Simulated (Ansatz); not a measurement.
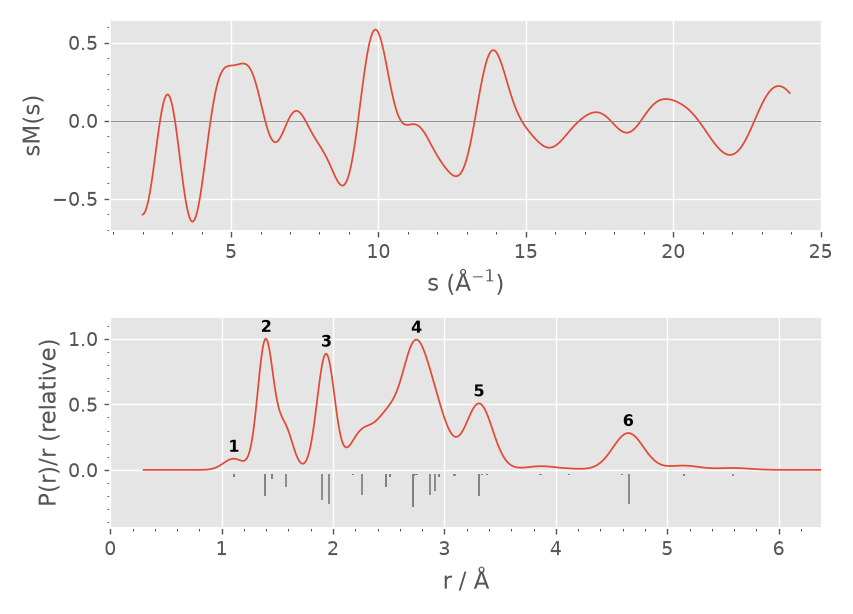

Simulated gas electron diffraction: reduced molecular intensity sM(s) from the Debye equation in the first Born approximation (top) and the radial distribution curve (bottom) of C₂H₅ClF₂Si. Each pair of atoms contributes with weight ZᵢZⱼ/r (bars below the curve); damping constant 0.001 Å²; vibrational amplitudes assumed, not computed: 0.05 Å for bonds, 0.078 Å for bonds to H, 0.06 + 0.015 r up to 0.15 Å for other pairs. The geometry is the end point of an optimisation (UKS PBE/STO-3G (Ansatz)); it may be a saddle point or a higher isomer.

### Assign the numbered peaks of the radial distribution curve (– bonded, ··· not bonded).

Peak 1, 1.11 Å: C–H 1.11 Å (×2)
Peak 2, 1.40 Å: F–C 1.39 Å (×2), Si–H 1.45 Å (×3), not resolved; in its flanks C–C 1.58 Å
Peak 3, 1.94 Å: Si–C 1.90 Å, Cl–C 1.97 Å, not resolved
Peak 4, 2.75 Å: Cl···F 2.72 Å (×2), Cl···C 2.87 Å, Si···C 2.92 Å, not resolved; in its flanks F···F 2.26 Å, F···C 2.48 Å
Peak 5, 3.31 Å: Si···F 3.31 Å (×2)
Peak 6, 4.65 Å: Cl···Si 4.65 Å
